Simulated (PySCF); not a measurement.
## Electronic structure of C₆H₅O₂ (SMILES O=C([O-])C#CC1CC1) (charge −1) in real space

```xyz
13

O     2.8671   -1.5869   -1.8343
C     3.0059   -0.9557   -0.7785
O     4.0204   -0.6951   -0.1192
C     1.7137   -0.4106   -0.1944
C     0.6908    0.0174    0.2778
C    -0.5348    0.5261    0.8293
C    -1.8055   -0.2702    0.6848
C    -1.6289    0.9972   -0.0929
H    -0.4121    1.0784    1.7586
H    -2.5072   -0.2772    1.5089
H    -1.7509   -1.2048    0.1464
H    -1.4543    0.9169   -1.1556
H    -2.2086    1.8650    0.1942
```

Geometry: GFN2-xTB.

These are results of PBE0/def2-SVPD, SCF density, gas phase (PySCF 2.14.0), not measurements.

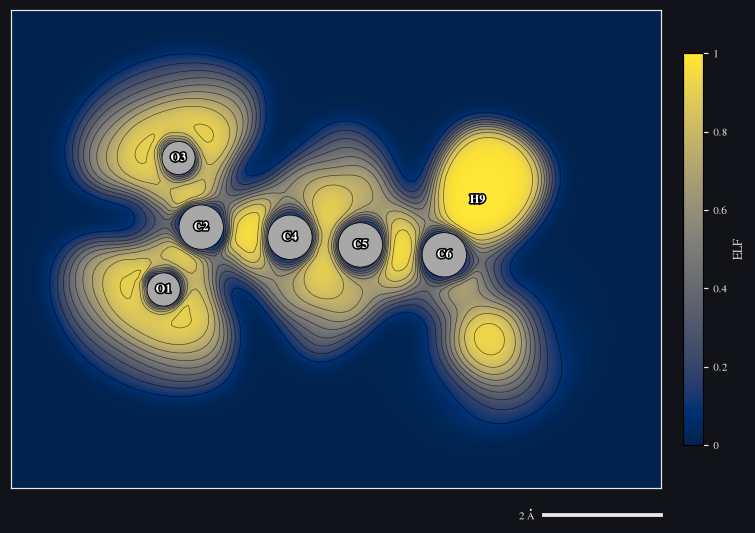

Figure 1. ELF on the plane of atoms O1, C2 and C4. Grey discs cover the atomic cores.

What do the fields say about this system?

- The section cuts through O, C and H sites.
- C–C (1.21 Å): the ELF peaks at about 0.85 between the atoms: a multiple bond.
- C–O (1.24 Å): the ELF peaks at about 0.85 between the atoms; a polar covalent bond.
- C–H (1.09 Å): the ELF climbs to about 1 towards the hydrogen, as it does in any bond to H; an ordinary covalent bond to hydrogen.
- The ELF also peaks beside O1 and O3, away from the bonds: lone-pair regions.

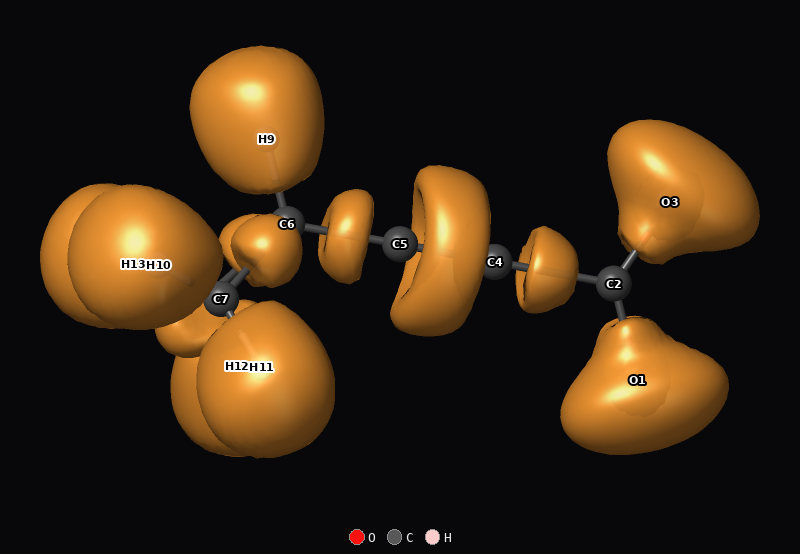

Figure 2. Isosurface of the electron localisation function at 0.75 (orange), seen across its widest extent. Core shells and regions of very low density are left out.

Describe the localisation domains.

The surface consists of six regions between bonded C–C atoms (shared pairs), five regions around hydrogen nuclei and two regions on O in which the atom's valence shell and bonds are merged.
